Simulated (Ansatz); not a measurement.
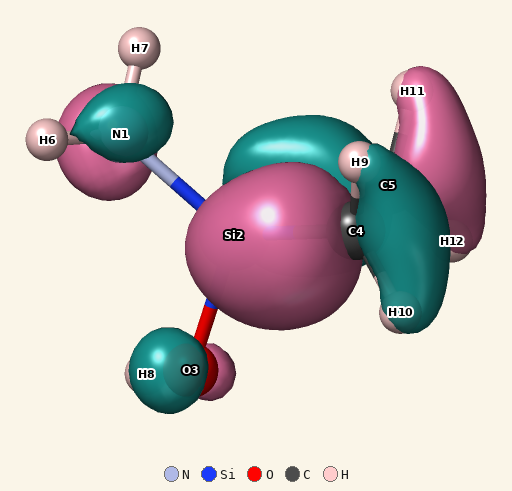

Figure 1: C₂H₇NOSi (SMILES N[Si]1(O)CC1). The HOMO at ±0.15 Å⁻³ᐟ² (teal and pink are the two phases), seen at a tilt.

Computed with RKS B3LYP/def2-SVP (Ansatz 0.2.0).

Input

```
crystal:
  periodic: [false, false, false]
  atoms:
    - { symbol: "N", position_ang: [-1.4219, -0.2822, 0.9094] }
    - { symbol: Si, position_ang: [0.1403, 0.252, 0.8172] }
    - { symbol: O, position_ang: [0.9355, -1.0171, 1.4493] }
    - { symbol: C, position_ang: [0.7547, 1.0417, -0.6555] }
    - { symbol: C, position_ang: [0.4178, -0.1907, -1.4415] }
    - { symbol: H, position_ang: [-1.7645, -0.271, 1.868] }
    - { symbol: H, position_ang: [-2.038, 0.4602, 0.4581] }
    - { symbol: H, position_ang: [0.7172, -1.8647, 1.1221] }
    - { symbol: H, position_ang: [0.1217, 1.9298, -0.9251] }
    - { symbol: H, position_ang: [1.7245, 1.3643, -0.6338] }
    - { symbol: H, position_ang: [-0.6188, -0.4576, -1.6297] }
    - { symbol: H, position_ang: [1.1085, -1.02, -1.3045] }
basis:
  gaussian: { orbitals: def2-SVP }
hamiltonian:
  xc: b3lyp
relax:
  f_tol: 0.015
  max_steps: 40
output:
  orbitals: {}
```

Run with:

```sh
ansatz run input.yaml --threads 2 --pin off --max-ram 3072MiB --backend cpu --events-out ev --progress --plain --runs-dir out
```

The fields are those of the relaxed geometry.

Q: What is the character of this orbital?

A: Its weight (Hirshfeld) is mainly on C4 (about 25 %), Si2 (about 25 %), C5 (about 20 %) and N1 (about 10 %). Its energy is −6.08 eV.
